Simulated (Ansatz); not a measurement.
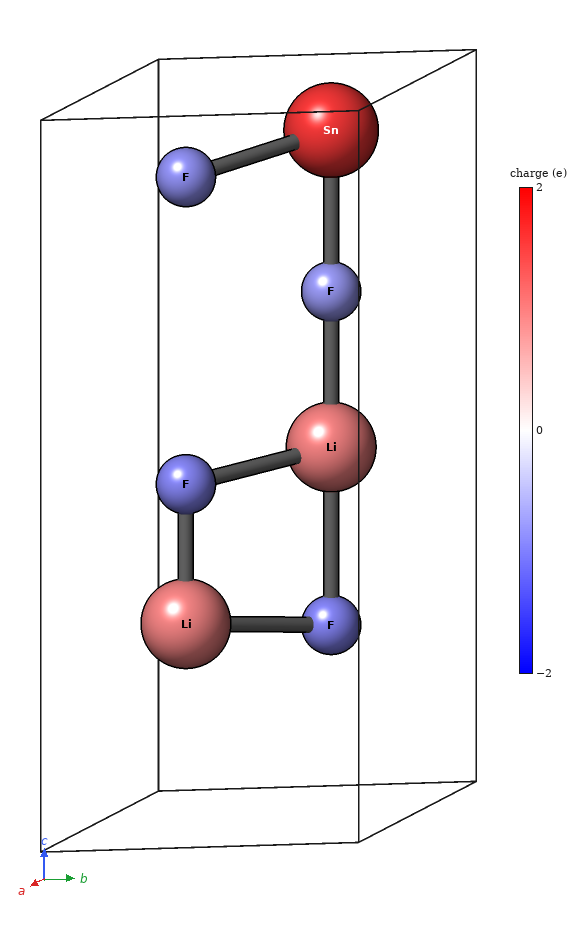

An orthographic ball-and-stick view of the structure, slightly off an axis. The frame is the simulation cell; atoms at its boundary are shown with their periodic copies. The atoms of this Li₂SnF₄ cell are coloured by their Bader charge.

Computational set-up: DFT PBE, scalar-relativistic, plane waves, PAW in Ansatz, 420 eV cutoff, k-grid 12×12×4, Gaussian smearing of 0.02 eV, no spin polarisation.

Which atoms are positive and which negative?

Answer. Most positive: Sn; most negative: F. Charges: about Li +0.9 e; Sn +1.5 e; F -0.9 to -0.7 e. The transfer is large, as in an ionic solid.

The initial geometry was a structure type filled with these elements by a generator (whether the compound takes this form wasn't checked). Earlier steps of the study may have refined or changed the cell and positions. A calculation with Ansatz used it as input.
